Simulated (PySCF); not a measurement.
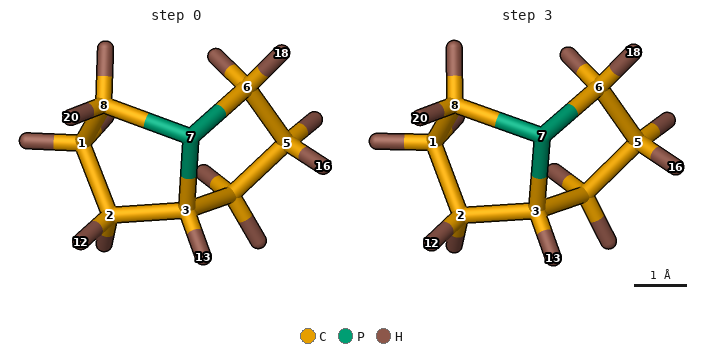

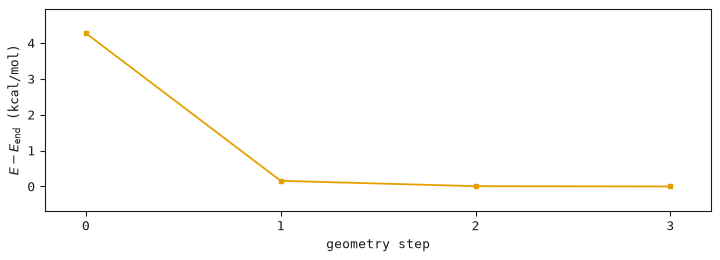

First and last geometry of a relaxation of C₇H₁₃P, with the history of the run. Style: stick. Shown at a tilt.

The start comes from GFN2-xTB. Its atoms were then displaced at random by about 0.01 Å.

Method: PBE0-D3(BJ)/def2-SVP geometry optimisation, gas phase (PySCF). 

What do the curves and the structures tell?

It converged. Over 3 geometry steps the energy falls by 4.27 kcal/mol. The largest move after the best rigid fit is that of an H atom, 0.047 Å. Largest moves by element: H 0.047 Å, C 0.043 Å, P 0.022 Å. Near-neighbour distances that change, for instance: C–H 1.059 → 1.102 Å, C–C 1.505 → 1.540 Å, C–C 1.553 → 1.527 Å, C–P 1.883 → 1.904 Å. Among the angles between lasting bonds that change: C–C–H 107.8° → 112.1°, C–C–H 113.2° → 109.2°, C–C–P 109.2° → 107.0°. Cost: 77 s on 1 thread of Arm Neoverse V1, on a shared host.

```
step  E − E(0), kcal/mol
   0                0.00
   1               -4.12
   2               -4.26
   3               -4.27
```
